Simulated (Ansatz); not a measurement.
Partial pair distribution functions of a relaxed model of amorphous Al$_{28}$O$_{44}$Si, broadened by 0.06 Å; density 3.15 g/cm³. These are PBE, scalar-relativistic without spin-orbit coupling (plane waves to 420 eV, PAW; Ansatz, a program for electronic structure) values and carry that method's errors.

The cell was made by melting and quenching with the CHGNet potential and then relaxed with DFT. O atoms were pushed apart under 1.9 Å during the dynamics, to hinder bonds among them. The hot cell started wider than the set density and was brought back towards it in steps. It is the lowest in DFT energy of 2 quenches. It is a model cell: composition and starting density were chosen by hand, and all elements were melted together. No dispersion term was used. Its density started from a set value of 3.06 and ended at 3.15 g/cm³. The simulated quench (nominally 410 K/ps over its main leg) is rapid and tends to freeze in more defects than a deposited or slowly cooled glass has. One small periodic cell is one sample of the glass; other quenches scatter about these values. Volume and shape were free in the relaxation.

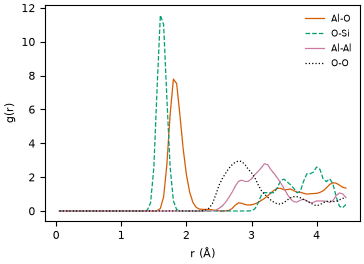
Figure. Partial pair distribution functions

Highest peaks under 4.5 Å: Al-O near 1.80 Å, O-Si near 1.60 Å, Al-Al near 3.20 Å, O-O near 2.80 Å; pairs of few atoms are noisy.

Within 2.46 Å each Al has 4.68 O neighbours on average.
